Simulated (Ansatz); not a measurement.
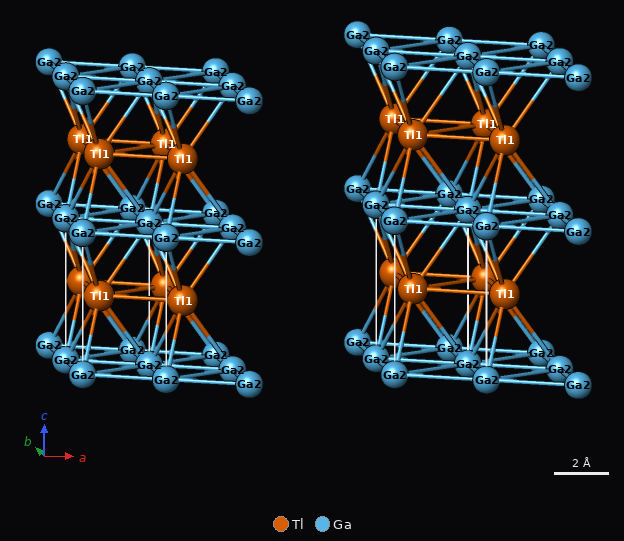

Two geometries of crystalline TlGa (a generated structure, set up in P-6m2), drawn at one scale. One is the start of a relaxation, the other its converged end. Style: ball-and-stick. Shown: the cell of the calculation, repeated 2 × 2 × 2 with one cell outlined, slightly off an axis.

Method: Ansatz, Kohn-Sham DFT of a periodic cell, PBE, Ansatz PAW. (plane-wave cutoff 420 eV; k-point mesh 7 × 7 × 4; occupations fermi-dirac; smearing width 0.05 eV; no spin polarisation; cell and atoms relaxed; force threshold 0.01 eV/Å; at most 40 steps)

Which geometry has the lower energy?

The left one is the relaxed one. The run lets cell and atoms move. The atoms keep their places relative to the cell (all moves are under 0.005 Å). The volume changes by −24.0 %, with a = b 3.652 → 3.316 Å (−9.2 %), c 5.868 → 5.408 Å (−7.9 %). Near-neighbour distances that change, for instance: Ga2–Ga2 3.652 → 3.316 Å, Tl1–Tl1 3.652 → 3.316 Å, Tl1–Ga2 3.613 → 3.313 Å. The space group stays P-6m2 (No. 187). After 5 accepted moves (7 points after the start) the energy has fallen by 148 meV per atom. All forces vanish by symmetry, so only the cell relaxes. Pressure: −4.44 GPa at the start and 0.00 GPa at the end. At 2 points the geometry stayed and the basis and grid were re-selected for the new cell (energy shift of 1.3 meV per atom at most each time).
